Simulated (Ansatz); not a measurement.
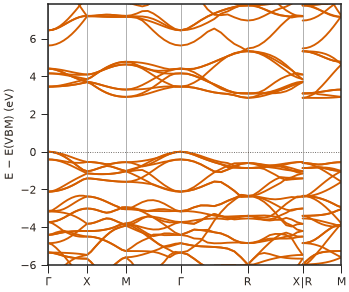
Band structure from PBE (plane waves, PAW; program Ansatz)

Task: Read off the gap and where the band edges lie.

Result: About 2.9 eV (2.85 eV by a search for the band edges); maximum at Γ, minimum on the R–M line, 43 % of the way from R.

Task: Pick the material that matches.
A. TlCl, CsCl type
B. C, Pn-3m (C on 24j)
C. BaTiO3, cubic perovskite
D. SiC, Pm-3n (Si on 6c, C on 6d)

Result: B, C, Pn-3m (C on 24j)

The start of the workflow was typed in or built on a structure type; neither database checked (COD, Materials Project) lists it. It is not the phase usual at ambient conditions (space group No. 194, 227). Symmetry was held in the PBE relaxation; its stability against distortions is not shown here.

Potentials: the later of the program's two PAW sets.
